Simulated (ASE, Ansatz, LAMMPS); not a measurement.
## Atom list for (10,10) carbon nanotube bundle (120 atoms)

Graphene sheet (a = 2.46 Å) rolled into a (10,10) tube of diameter 13.56 Å, 3 periods, hexagonal bundle with 3.3 Å between walls; not relaxed, displaced by a Gaussian of 0.02 Å.

Geometry: the geometry as built. Computed with Ansatz 0.2.0: Kohn-Sham DFT, PBE+D4, PAW (set soft_2), plane waves; cutoff 420 eV, k-mesh 1×1×2, gaussian smearing of 0.025 eV.

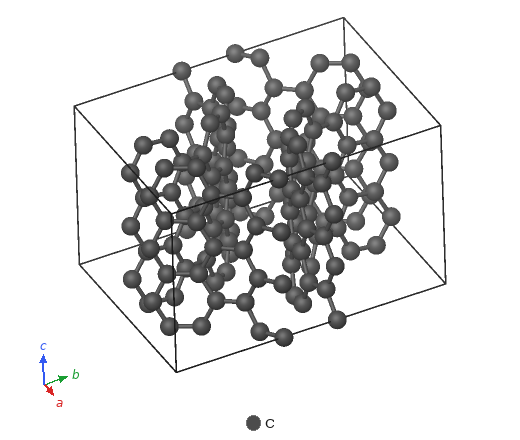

The structure (carbon dark grey). Some periodic images of atoms are drawn too.

Extended XYZ; positions in Å, forces in eV/Å, q the Löwdin charge in e:

```xyz
120
Lattice="16.863 0.000 0.000 -8.431 14.604 0.000 0.000 0.000 7.380" Properties=species:S:1:pos:R:3:charge:R:1:forces:R:3 pbc="T T T"
C 6.743 0.685 1.246 0.04 0.241 0.342 -1.077
C 6.643 1.419 7.376 0.04 -0.239 0.081 2.514
C 6.170 2.746 0.020 0.04 0.636 -0.042 -1.950
C 5.892 3.375 1.212 0.04 -1.061 1.476 1.372
C 5.047 4.545 1.247 0.04 0.203 -0.471 -1.452
C 4.522 5.029 2.463 0.04 0.256 0.211 -0.088
C 3.370 5.853 0.007 0.04 1.163 -0.441 0.519
C 2.749 6.164 1.230 0.04 -0.396 0.507 0.473
C 1.398 6.617 1.239 0.04 1.083 0.090 -0.164
C 0.710 6.746 2.466 0.04 -0.503 -0.139 0.040
C -0.719 6.747 0.004 0.04 1.265 0.167 0.286
C -1.424 6.651 1.259 0.04 0.383 -0.051 -2.318
C -2.752 6.210 1.235 0.04 -1.457 -0.856 -0.729
C 13.465 5.859 2.456 0.04 0.767 0.727 -0.112
C 12.326 5.041 2.472 0.04 -0.550 -0.172 0.116
C 11.814 4.540 1.260 0.04 0.897 0.940 -1.576
C 10.998 3.424 1.222 0.04 -1.044 -1.066 0.839
C 10.639 2.751 2.439 0.04 0.778 0.918 0.788
C 10.228 1.405 2.447 0.04 -0.352 0.721 -0.032
C 10.088 0.746 1.203 0.04 0.379 -1.888 0.692
C 1.679 13.927 1.196 0.04 0.089 -1.658 1.676
C 1.796 13.170 7.361 0.04 -0.837 3.069 -0.168
C 2.238 11.854 2.494 0.04 0.148 -0.927 -2.217
C 2.562 11.210 1.236 0.04 -0.298 0.886 0.042
C 3.411 10.077 1.240 0.04 -1.000 0.719 -0.895
C 3.889 9.558 2.444 0.04 -0.030 -0.049 0.749
C 5.019 8.722 2.442 0.03 0.729 -0.082 1.445
C 5.674 8.415 1.263 0.04 0.128 -0.580 -3.432
C 7.016 7.932 1.228 0.04 -1.024 0.694 0.065
C 7.704 7.853 2.455 0.04 0.885 -0.407 0.207
C 9.109 7.876 2.461 0.04 1.773 -0.244 0.275
C 9.877 7.967 1.228 0.04 -2.510 -0.332 1.239
C 11.187 8.417 1.258 0.04 0.873 -0.037 -1.523
C 11.801 8.714 2.476 0.04 1.561 1.256 0.433
C -3.882 9.589 2.451 0.04 -1.742 -1.619 0.693
C -3.406 10.076 1.198 0.04 0.892 0.523 3.049
C -2.575 11.209 1.261 0.05 0.836 0.918 -1.321
C -2.211 11.838 2.498 0.04 -0.962 -0.807 -1.353
C -1.803 13.179 0.022 0.04 0.225 0.589 -1.915
C -1.665 13.855 1.212 0.04 -0.286 1.709 2.358
C 6.736 0.702 3.717 0.04 0.180 0.713 -1.609
C 6.642 1.438 2.443 0.04 0.312 -2.509 1.483
C 6.201 2.742 2.445 0.04 -0.113 1.446 -0.203
C 5.887 3.419 3.656 0.04 0.276 -1.490 1.157
C 5.027 4.508 3.681 0.04 -0.441 1.177 -0.013
C 4.527 5.037 4.908 0.04 -0.492 0.386 -0.741
C 3.401 5.890 2.460 0.04 -0.630 -0.243 0.210
C 2.745 6.214 3.687 0.04 -0.358 -0.015 0.457
C 1.363 6.617 3.731 0.05 2.467 0.010 -3.273
C 0.701 6.744 4.902 0.04 -0.715 0.070 2.583
C -0.700 6.741 2.441 0.05 0.207 0.345 1.333
C -1.396 6.635 3.671 0.04 -0.359 0.088 0.496
C -2.741 6.204 3.675 0.04 -0.388 -0.328 -0.377
C -3.375 5.871 4.885 0.04 -0.327 -0.349 0.838
C 12.315 5.028 4.910 0.04 0.720 1.114 -0.152
C 11.785 4.543 3.690 0.04 0.776 0.194 0.141
C 11.001 3.379 3.706 0.04 -0.569 -0.132 -2.559
C 10.696 2.723 4.874 0.04 -0.381 0.052 3.245
C 10.217 1.392 4.935 0.04 0.491 1.335 -2.701
C 10.102 0.715 3.669 0.04 0.056 -0.905 1.422
C 1.699 13.898 3.734 0.04 -0.272 0.680 -3.584
C 1.803 13.166 2.482 0.04 -0.557 2.883 -0.912
C 2.215 11.872 4.908 0.04 1.122 -2.217 0.957
C 2.555 11.200 3.681 0.04 -0.425 0.653 1.251
C 3.377 10.065 3.665 0.04 0.444 -0.438 0.993
C 3.890 9.583 4.915 0.04 0.510 -0.896 -0.369
C 5.043 8.736 4.938 0.04 -0.686 0.285 -2.038
C 5.696 8.404 3.667 0.04 -1.489 0.323 1.463
C 7.017 7.940 3.699 0.04 -0.494 0.351 -0.941
C 7.709 7.856 4.915 0.04 1.474 -0.005 0.557
C 9.150 7.881 4.905 0.04 -0.745 -0.379 1.981
C 9.844 7.964 3.716 0.04 -1.371 -0.064 -1.791
C 11.159 8.404 3.726 0.04 1.507 0.357 -1.648
C -5.039 8.730 4.899 0.04 -0.559 -0.383 2.631
C -3.891 9.544 4.940 0.04 -0.348 -0.503 -1.950
C -3.395 10.055 3.701 0.04 0.292 0.448 -0.576
C -2.577 11.216 3.702 0.05 -0.039 -0.792 -0.165
C -2.263 11.849 4.899 0.04 0.637 0.712 0.861
C -1.823 13.171 2.465 0.05 0.981 1.246 -0.147
C -1.687 13.912 3.680 0.04 -0.302 -0.942 0.369
C 6.748 0.754 6.192 0.04 0.163 -3.329 -2.254
C 6.635 1.388 4.934 0.04 -0.389 1.886 -0.010
C 6.180 2.762 4.906 0.04 0.770 -0.793 -0.188
C 5.879 3.375 6.139 0.04 -0.770 0.849 0.023
C 5.031 4.536 6.105 0.04 0.468 -0.346 2.244
C 4.537 5.041 7.372 0.04 0.215 -0.270 0.025
C 3.371 5.896 4.915 0.04 0.987 -0.658 0.530
C 2.767 6.194 6.184 0.04 -0.838 0.191 -2.328
C 1.419 6.616 6.143 0.04 -0.184 0.412 0.302
C 0.737 6.757 7.373 0.04 -2.044 -0.162 0.313
C -0.716 6.753 4.914 0.04 0.599 -0.024 -0.417
C -1.387 6.615 6.142 0.04 -0.651 0.210 0.288
C -2.721 6.174 6.114 0.04 -1.486 -0.417 0.720
C 13.454 5.844 7.350 0.04 2.643 1.534 0.724
C 12.350 5.032 7.377 0.04 -1.568 -0.610 0.250
C 11.812 4.571 6.135 0.04 -0.568 -1.806 0.676
C 11.002 3.353 6.150 0.05 0.695 2.039 -1.629
C 10.671 2.795 7.377 0.04 -0.194 -1.304 0.084
C 10.261 1.427 0.009 0.05 -0.340 0.908 -1.340
C 10.141 0.739 6.137 0.04 -0.459 -2.010 1.665
C 1.664 13.902 6.127 0.04 0.464 0.432 1.239
C 1.814 13.211 4.911 0.04 -0.346 -0.497 1.325
C 2.230 11.875 7.365 0.04 0.980 -2.839 1.202
C 2.564 11.196 6.166 0.05 -1.058 1.526 -1.638
C 3.381 10.048 6.155 0.04 -0.596 0.976 -0.522
C 3.873 9.599 7.376 0.04 1.803 -2.025 -0.005
C 5.030 8.716 7.330 0.04 -1.521 1.192 4.602
C 5.612 8.389 6.164 0.03 3.734 -1.054 -1.882
C 7.050 7.975 6.151 0.05 -2.529 0.096 -0.231
C 7.721 7.853 7.368 0.04 0.525 -0.123 1.007
C 9.137 7.852 0.036 0.04 1.037 0.140 -1.998
C 9.877 7.988 6.156 0.04 -3.308 -0.850 0.583
C 11.170 8.407 6.188 0.04 2.368 0.740 -2.434
C -5.029 8.722 7.368 0.04 0.275 0.269 2.478
C -3.869 9.551 0.037 0.04 -0.949 -0.824 -4.071
C -3.369 10.025 6.118 0.04 0.699 1.129 2.726
C -2.546 11.205 6.111 0.04 -0.492 -0.177 2.130
C -2.247 11.876 0.018 0.04 -0.700 -2.751 -0.735
C -1.812 13.200 4.915 0.04 -0.017 0.276 0.395
C -1.705 13.889 6.160 0.04 0.290 1.114 -0.081
```

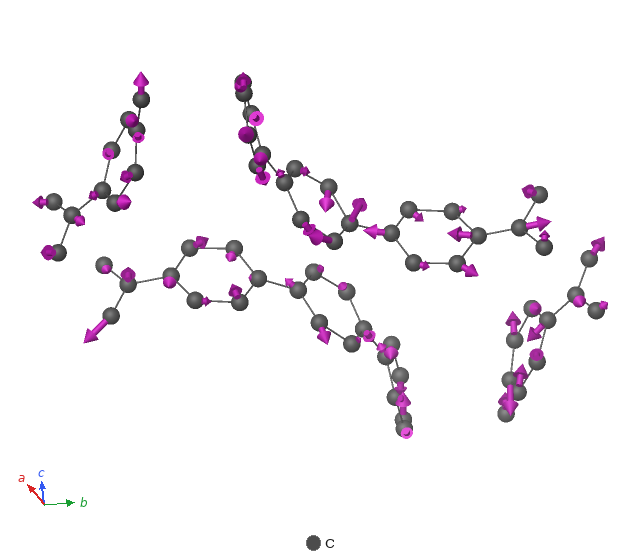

The forces as arrows, the longest 4.99 eV/Å. Drawn is a slice 4 Å thick, seen at a slant to the ab plane.

 The Löwdin charges lack the electrons that the projection spills, 0.041 e an atom on average.

The r.m.s. force component is 1.23 eV/Å; the longest force, 4.99 eV/Å, acts on C107.

[Logs are printed without paths, hosts, clocks, repeated set-up lines and the standing remarks that a program may print on its own settings, such as how far it seeks lower states.]

[Hosts, paths, dates, database ids (printed as entryN), source tags and the programs' standing remarks are cut or masked in the printed files.]
